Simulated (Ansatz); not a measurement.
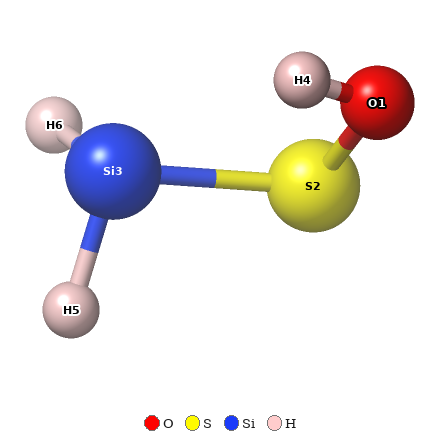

The system is H3OSSi, SMILES OS[SiH2-], charge −1; the picture shows the reference structure. 
- First axis: bond length O1–S2. Second axis: bond length O1–H4.
- Nothing is relaxed (all other coordinates rigid).
- The scan uses an 11 × 11 grid.
- Points are written as (first, second).
- Energies: kcal/mol, counted from the lowest grid point.
- The reference is spin-restricted, which grows unreliable where a bond is stretched far.
- The calculation used RKS PBE0-D4/def2-TZVPD in Ansatz.

Its coordinates:

```
atom    x (Å)    y (Å)    z (Å)
   O  -1.2262  -1.6190  -0.3546
   S   0.3883  -1.2335   0.1049
  Si   0.2163   0.9480   0.0652
   H  -1.6235  -0.7372  -0.4643
   H   1.4351   1.3252  -0.7745
   H   0.8100   1.3165   1.4233
```

Range: bond length O1–S2 from 1.412 to 2.583 Å; bond length O1–H4 from 0.837 to 1.363 Å.

**Predict the map.**

The lowest grid point is at (1.764 Å, 0.995 Å). It is the only kind of minimum in the scanned range. The highest grid point, (2.583 Å, 1.363 Å), lies 81.6 kcal/mol above the lowest. Round the minimum the two coordinates are nearly uncoupled.

| bond length O1–H4 ↓, bond length O1–S2 → | 1.412 | 1.529 | 1.646 | 1.764 | 1.881 | 1.998 | 2.115 | 2.232 | 2.349 | 2.466 | 2.583 |
| --- | --- | --- | --- | --- | --- | --- | --- | --- | --- | --- | --- |
| 1.363 | 60.8 | 38.3 | 31.7 | 33.8 | 40.2 | 48.4 | 56.7 | 64.4 | 71.1 | 76.8 | 81.6 |
| 1.310 | 57.8 | 34.1 | 26.6 | 28.1 | 34.0 | 41.8 | 49.8 | 57.3 | 63.9 | 69.5 | 74.3 |
| 1.258 | 54.5 | 29.7 | 21.6 | 22.4 | 27.9 | 35.3 | 43.1 | 50.4 | 56.9 | 62.4 | 67.1 |
| 1.205 | 51.1 | 25.3 | 16.3 | 16.7 | 21.8 | 28.9 | 36.4 | 43.6 | 49.9 | 55.4 | 60.1 |
| 1.152 | 47.6 | 20.8 | 11.2 | 11.1 | 15.9 | 22.7 | 30.1 | 37.1 | 43.3 | 48.8 | 53.4 |
| 1.100 | 44.5 | 16.9 | 6.7 | 6.2 | 10.7 | 17.3 | 24.5 | 31.4 | 37.6 | 43.0 | 47.6 |
| 1.047 | 42.1 | 13.7 | 3.1 | 2.2 | 6.5 | 13.0 | 20.0 | 26.8 | 33.0 | 38.3 | 42.9 |
| 0.995 | 41.2 | 12.2 | 1.1 | 0.0 | 4.1 | 10.4 | 17.4 | 24.1 | 30.2 | 35.6 | 40.1 |
| 0.942 | 42.5 | 12.9 | 1.6 | 0.3 | 4.2 | 10.5 | 17.4 | 24.1 | 30.1 | 35.4 | 40.0 |
| 0.890 | 47.2 | 17.2 | 5.6 | 4.2 | 8.0 | 14.2 | 21.1 | 27.7 | 33.8 | 39.0 | 43.6 |
| 0.837 | 57.1 | 26.8 | 15.1 | 13.6 | 17.4 | 23.5 | 30.4 | 37.0 | 43.0 | 48.2 | 52.7 |

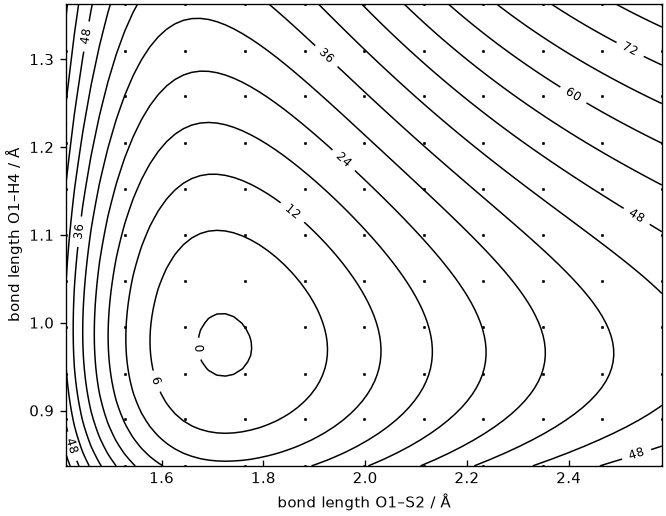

In the figure: contour lines labelled in kcal/mol, dots at the grid points. Between grid points the surface is interpolated.

Time for the 121 points that were run: 12 min on 1 thread of Arm Neoverse V1 (shared host).
